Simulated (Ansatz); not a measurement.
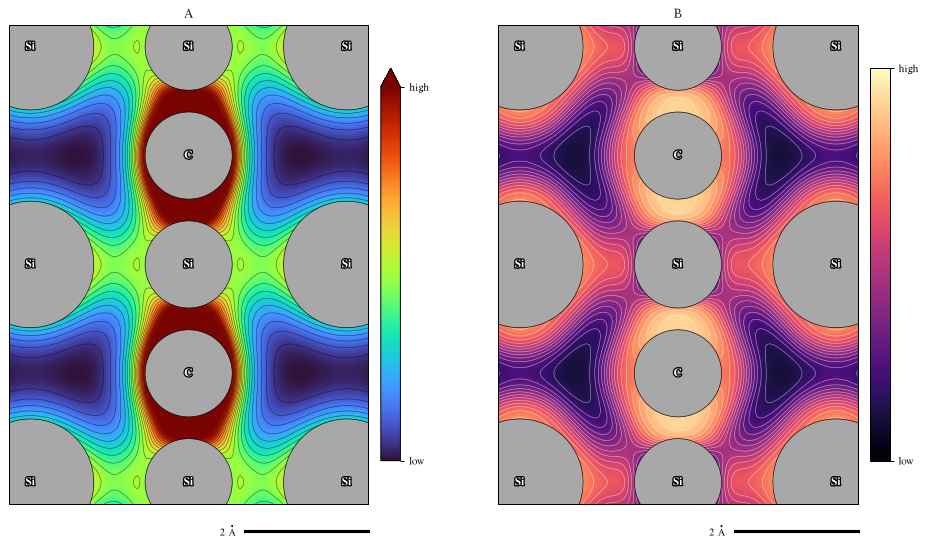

Si4C: 2 fields on the (100) plane of the conventional cell, with unlabelled colour scales. Grey discs cover the atomic cores.

Space group P6/mmm; a structure generated by program, which may or may not match a known phase.

The calculation used DFT PBE, scalar-relativistic, plane waves, PAW (Ansatz).

Match the panels to the quantities (electron localisation function and valence pseudo-density).

Panel A: valence pseudo-density. Panel B: electron localisation function. From the grid: Si–C (1.77 Å): ρ is about 1 e/Å³ halfway; the ELF peaks at about 0.90 between the atoms. Si–Si (2.57 Å): ρ is about 0.35 e/Å³ halfway; the ELF peaks at about 0.75 between the atoms.
